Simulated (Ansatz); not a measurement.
```yaml
atoms:
  - { symbol: C, position_ang: [0.0884, -1.6172, 2.6649] }
  - { symbol: O, position_ang: [-1.1703, 0.7829, 1.7551] }
  - { symbol: P, position_ang: [-0.6326, -1.4354, -0.6180] }
  - { symbol: Si, position_ang: [-1.1683, -0.8683, 1.5115] }
  - { symbol: Si, position_ang: [-1.9513, 2.1851, 1.3219] }
  - { symbol: Si, position_ang: [0.8408, 0.2468, -0.9727] }
  - { symbol: H, position_ang: [0.0945, -2.7150, 2.5761] }
  - { symbol: H, position_ang: [1.1016, -1.2469, 2.4423] }
  - { symbol: H, position_ang: [-0.1472, -1.3540, 3.7086] }
  - { symbol: H, position_ang: [-2.5387, -1.4090, 1.7720] }
  - { symbol: H, position_ang: [-3.0823, 2.4464, 2.2607] }
  - { symbol: H, position_ang: [-2.4957, 2.0771, -0.0669] }
  - { symbol: H, position_ang: [-0.9801, 3.3116, 1.3906] }
  - { symbol: H, position_ang: [-1.7441, -0.7682, -1.2230] }
  - { symbol: H, position_ang: [0.2527, 1.6147, -0.8401] }
  - { symbol: H, position_ang: [1.9445, 0.0947, 0.0220] }
  - { symbol: H, position_ang: [1.4116, 0.1128, -2.3458] }
```

Geometry: r2SCAN-D4/def2-SVP.

The calculation used Ansatz, isolated molecule in a Gaussian basis; Kohn-Sham density functional theory, functional PBE0.

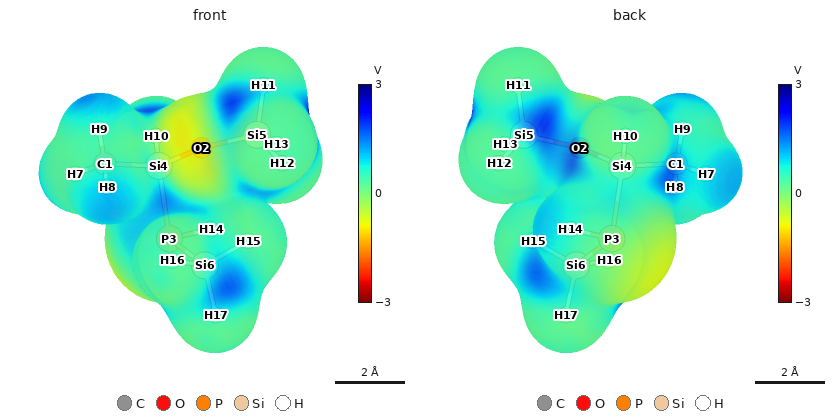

CH11OPSi3. The electrostatic potential painted on the density surface at 0.004 e/bohr³, seen from the front and from behind; red is negative and blue positive.

**Which sites attract a positive test charge, and which a negative one?**

A positive charge is drawn to the negative regions and a negative charge to the positive ones. The most negative region (about −0.9 V, or −21 kcal/mol for a unit charge) lies over O2, the most positive (about +2.0 V, or +46 kcal/mol for a unit charge) over Si5.

**What dipole moment does the calculation give?**

Its dipole moment is 0.60 D.
